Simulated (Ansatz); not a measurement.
# OF2 (oxygen difluoride): HSE06/STO-3G

Aim: the electronic atomisation energy of OF2 (oxygen difluoride) at HSE06/STO-3G, from 3 runs. 

Program for the calculation: Ansatz 0.2.0.

43 further runs of the same task are left out: 6 that didn't finish, 37 set aside as unsound or not needed.

## Step 1: The structure to begin with

OF2: 3 atoms, total charge 0, spin state singlet. SMILES: `FOF`. The coordinates come from a PBE0-D4/def2-TZVP relaxation.

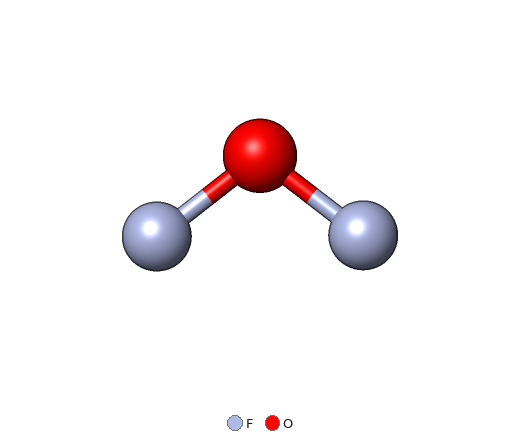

Viewed from a chosen angle; fluorine light blue, oxygen red.

## Step 2: A single-point energy at HSE06/STO-3G

Contents of job.yaml:

```yaml
crystal:
  periodic: [false, false, false]
  atoms:
    - symbol: F
      position_ang: [0.953290, -0.339960, 0.488270]
    - symbol: O
      position_ang: [0.000520, 0.563910, 0.062040]
    - symbol: F
      position_ang: [-0.953810, -0.223960, -0.550310]
basis:
  gaussian:
    orbitals: STO-3G
hamiltonian:
  xc: hse06
accuracy: high
```

Started as:

```console
$ ansatz run job.yaml --threads 1 --pin off --max-ram 3480MiB --events-out events.jsonl --progress --plain --runs-dir runs
```

The log of the run:

```text
Warning: RAYON_NUM_THREADS=1 ignored (pool sized by the plan → 1); use --threads N
Functional definition: HSE06
  name "HSE06"
  parameter a = 0.25
  parameter omega = 0.11/bohr
  exchange = pbe_x - a*pbe_x_sr(omega) + a*exact_x_sr(omega)
  correlation = pbe_c
250 factors; integrals over basis functions are off by at most 4.6e-8 eV
37 factors; integrals over basis functions are off by at most 2.9e-10 eV
mean field evaluation 1: about -7362.9337 eV, gradient 1.4e1 eV
mean field evaluation 2: about -7362.5748 eV, gradient 1.8e1 eV
mean field evaluation 4: about -7363.5212 eV, gradient 2.5e-2 eV
mean field evaluation 8: about -7363.5415 eV, gradient 1.0e-3 eV
mean field evaluation 16: about -7363.5415 eV, gradient 5.8e-8 eV
mean field -7363.54145641 eV, -270.6051573355 hartree, gradient 5.8e-8 eV, S^2 0.000000; 0 other end points of the search recorded, 0 dependent functions left out
reference -7363.54145693 eV, -270.6051573547 hartree; 13, 13 occupied and 2, 2 virtual orbitals, 250 factors
Total energy: -7363.54145693 eV, -270.6051573547 hartree
```

It took 0.42 s on 1 thread of Intel Xeon 6975P-C (Granite Rapids), shared host.

## Step 3: The F atom

Contents of input.yaml:

```yaml
crystal:
  periodic: [false, false, false]
  atoms:
    - {symbol: F, position_ang: [0.000000, 0.000000, 0.000000]}
basis:
  gaussian:
    orbitals: STO-3G
magnetization:
  spin_polarized: true
  initial_magnetization: 1
hamiltonian:
  xc: {name: HSE06}
accuracy: high
```

Run the same way, it converges to -98.19947 Eh (log not shown).

## Step 4: The O atom, same level

Contents of job.yaml:

```yaml
crystal:
  periodic: [false, false, false]
  atoms:
    - {symbol: O, position_ang: [0.000000, 0.000000, 0.000000]}
basis:
  gaussian: {orbitals: STO-3G}
magnetization: {spin_polarized: true, initial_magnetization: 2}
hamiltonian: {xc: hse06}
accuracy: high
```

Run the same way, it converges to -73.97333 Eh (log not shown).

## Step 5: Results

At HSE06/STO-3G:

| quantity | value |
| --- | --- |
| molecule: total energy | -270.60516 Eh |
| F atom: total energy | -98.19947 Eh |
| F atom: ⟨S²⟩ | 0.750 |
| O atom: total energy | -73.97333 Eh |
| O atom: ⟨S²⟩ | 2.000 |
| electronic atomisation energy | 6.337 eV |

**Reading.** Taking the molecule apart into free atoms costs 6.34 eV (146 kcal/mol), before zero-point energy and without spin-orbit coupling. In a minimal basis such a difference can be off by several eV, whatever the method.
